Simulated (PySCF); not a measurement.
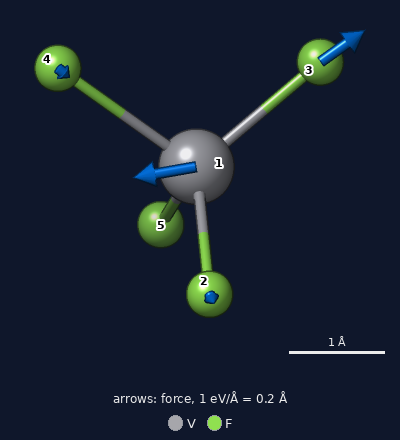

Starting geometry of VF$_{4}$ (charge −1, multiplicity 3) with the computed forces as blue arrows. The picture is a ball-and-stick view, seen from a free direction.

The start comes from GFN2-xTB. Its atoms were then displaced at random by about 0.03 Å.

All numbers below come from PySCF, PBE0-D3(BJ)/def2-SVP geometry optimisation, gas phase. 

Is this structure relaxed? If not, where do the atoms go?

Answer. It isn't relaxed: the largest force vector, on V1, is 3.43 eV/Å. The final displacements follow the starting forces only in part (cosine between the two patterns 0.64). The energy falls by 0.212 eV in 5 geometry steps. F3 moves most after the best rigid fit: 0.093 Å. Largest moves by element: F 0.093 Å, V 0.089 Å. Some distances before and after: V1–F3 1.707 → 1.812 Å, V1–F4 1.872 → 1.812 Å, V1–F2 1.788 → 1.811 Å. Among the angles between lasting bonds that change: F2–V1–F3 115.3° → 109.5°, F3–V1–F4 103.8° → 109.2°, F2–V1–F4 106.4° → 109.5°. The run took 42 s on 1 thread of Intel(R) Xeon(R) Platinum 8488C (shared host).

Limits of the set-up: the basis has no diffuse functions, which an anion needs.
